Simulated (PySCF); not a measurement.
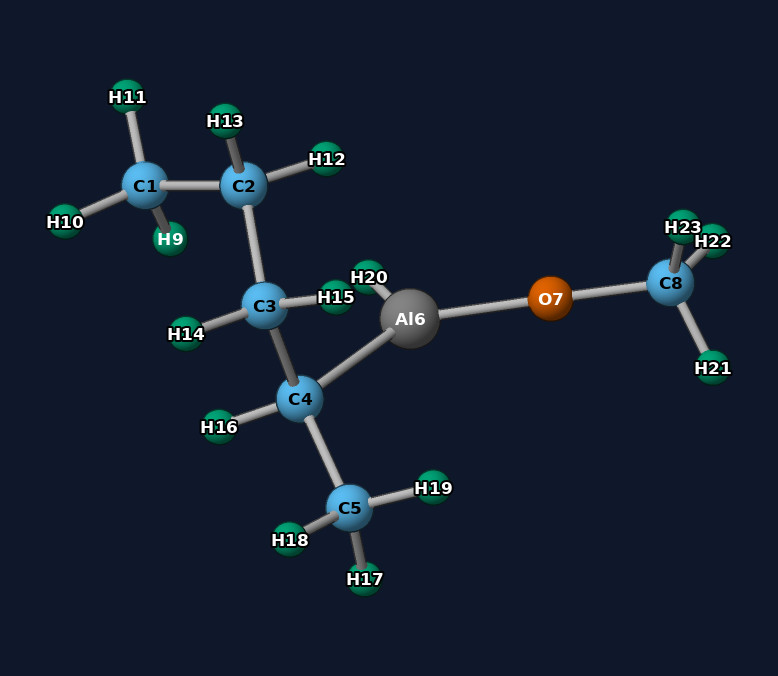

The questions are on isotropic NMR shieldings of the H atoms. The geometry was computed by an optimisation with GFN2-xTB. No frequency run is at hand to confirm it as a minimum. Method: GIAO PBE0/pcSseg-1 NMR shielding, non-relativistic, gas phase (PySCF 2.14.0).

Which H atom is the most shielded (lowest chemical shift)?

Answer. H10 (31.01 ppm).

Which H atom is the least shielded (highest chemical shift)?

Answer. H20 (27.20 ppm).

How wide is the range of H shifts?

Answer. 3.81 ppm.

Give the isotropic NMR shieldings of the H atoms atom by atom.

```json
{"atom": "H9", "σ (ppm)": "30.10"}
{"atom": "H10", "σ (ppm)": "31.01"}
{"atom": "H11", "σ (ppm)": "30.55"}
{"atom": "H12", "σ (ppm)": "30.93"}
{"atom": "H13", "σ (ppm)": "29.48"}
{"atom": "H14", "σ (ppm)": "30.16"}
{"atom": "H15", "σ (ppm)": "30.17"}
{"atom": "H16", "σ (ppm)": "30.67"}
{"atom": "H17", "σ (ppm)": "30.50"}
{"atom": "H18", "σ (ppm)": "30.68"}
{"atom": "H19", "σ (ppm)": "30.55"}
{"atom": "H20", "σ (ppm)": "27.20"}
{"atom": "H21", "σ (ppm)": "27.35"}
{"atom": "H22", "σ (ppm)": "27.23"}
{"atom": "H23", "σ (ppm)": "27.35"}
```

The geometry is semi-empirical. Around Al such bond lengths and angles can be off by a tenth of an ångström or more and by several degrees, and values that hang on the shape move with them.
